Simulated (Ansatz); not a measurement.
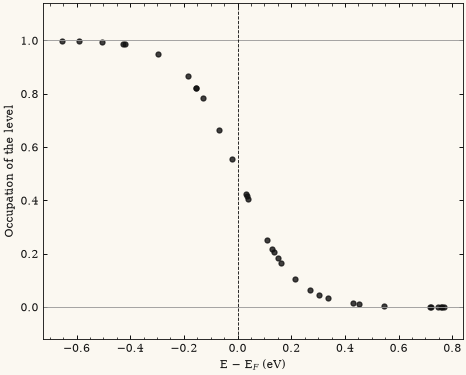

Occupations of the one-electron levels of the k mesh against their energy, from a run on SrLuS₂, space group R-3m, 4 atoms in the cell, with Ansatz.

Q: Name the smearing function and its width.

A: Fermi-Dirac smearing with a width of 0.1 eV. The occupations stay between 0 and 1 and have long exponential tails; the slope at the Fermi level is 1/(4 × width).
